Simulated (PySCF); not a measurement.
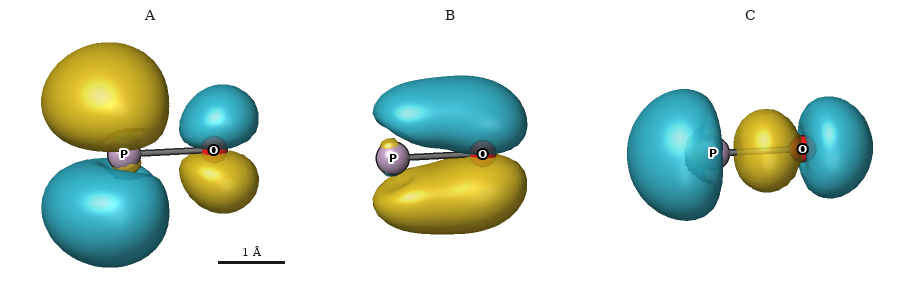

Figure. PO (charge +1). Three frontier orbitals, each drawn at the value that holds 80 % of its norm (yellow and cyan are the two phases), in no order; of a degenerate pair one member is drawn.

These are results of PySCF 2.14.0, PBE0/def2-TZVPPD, non-relativistic Hamiltonian with scalar-relativistic core potentials where named, at a bond length of 1.423 Å, not measurements.

Question: Label each orbital by symmetry, say whether it is occupied, and order them by energy.

Answer: Orbital B: π, occupied, −19.93 eV; bonding, with no node between the atoms.
Orbital C: σ, occupied, −19.60 eV; shared between the atoms (P 50 %, O 50 %).
Orbital A: π, empty, −11.30 eV; mainly on P (80 %).
